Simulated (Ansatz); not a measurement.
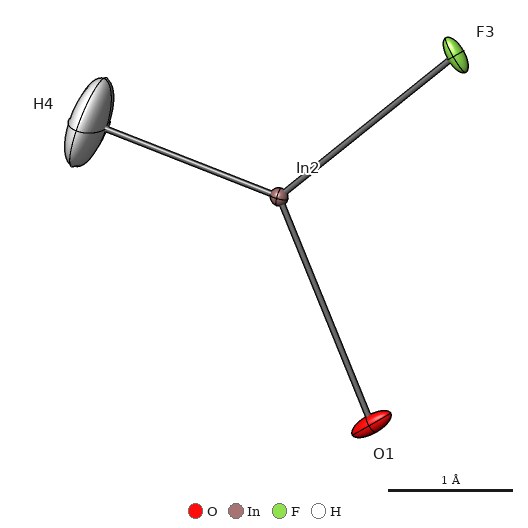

Displacement ellipsoids at the 50 % level, from the internal vibrations of the free molecule (harmonic, no overall translation or rotation; no half-axis is drawn under 0.075 Å). State: neutral, doublet. Vibrations computed with UKS PBE0-D4/def2-TZVP, core potentials on In (Ansatz 0.2.0). Temperature: 400 K.

Give the displacement parameters, one line for each set of equivalent atoms.

```
atom  U_eq (Å²)   rms amplitudes (Å)
  O1     0.0057  0.012, 0.044, 0.122
 In2    0.00024  0.005, 0.008, 0.025
  F3     0.0042  0.009, 0.040, 0.105
  H4     0.0438  0.095, 0.245, 0.250
```
